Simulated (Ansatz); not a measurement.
# Cu4: the cost of one run

Program: Ansatz 0.2.0, Gaussian basis. Level of theory: UKS PBE0-D4/def2-SVP. These are calculated values, not measurements.

Levels to be run: a search for the lowest solution at PBE0-D4/def2-SVP; a single point at PBE0-D4/def2-TZVPD.

2 further runs of the same task are left out: 2 set aside as unsound or not needed.

**1. The geometry**

The geometry is that of the doublet, from an earlier relaxation (r2SCAN-D4/def2-SVPD). At that level it is the lowest of the isomers that a small search found.

4 atoms, charge -1, spin multiplicity 2.

Atoms are counted from 1 here; the program's logs count them from 0.

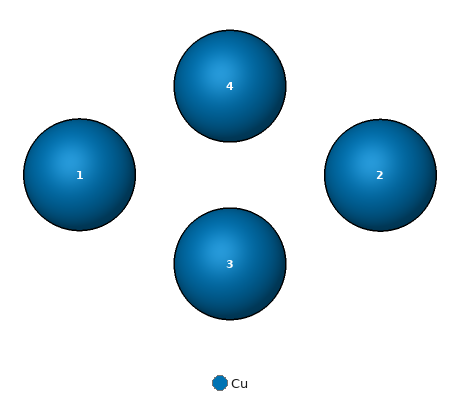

The geometry (copper blue); atoms are numbered from 1 in the order of the file.

No spin-orbit coupling is included. The ion is computed in the gas phase, without counter-ions or solvent.

Bonds by kind at the end (by distance):

```
 bond  count  shortest (Å)  longest (Å)
Cu–Cu      5         2.307        2.352
```

**2. Searching for the lowest solution, PBE0-D4/def2-SVP**

start.molden holds the orbitals of an earlier run on this state, given as this run's starting guess.

in.yaml reads:

```yaml
crystal:
  periodic: [false, false, false]
  atoms:
    - {symbol: Cu, position_ang: [-1.167581, -1.372477, -0.833689]}
    - {symbol: Cu, position_ang: [1.167740, 1.372545, 0.833327]}
    - {symbol: Cu, position_ang: [0.758534, -0.103491, -0.892766]}
    - {symbol: Cu, position_ang: [-0.758693, 0.103423, 0.893129]}
basis:
  gaussian: {orbitals: def2-SVP, initial_orbitals: start.molden}
total_charge: -1
magnetization: {spin_polarized: true, initial_magnetization: 1}
hamiltonian: {xc: pbe0, dispersion: d4}
output: {orbitals: {seedname: orbitals}}
```

Run with:

```bash
ansatz run in.yaml --threads 4 --pin off --events-out ev --progress --plain --max-ram 4787MiB
```

**Question.** How long does this run take on 4 threads of Arm Neoverse V1, shared host, and how much memory does it need?

About 11 s, with a peak of 0.59 GiB.
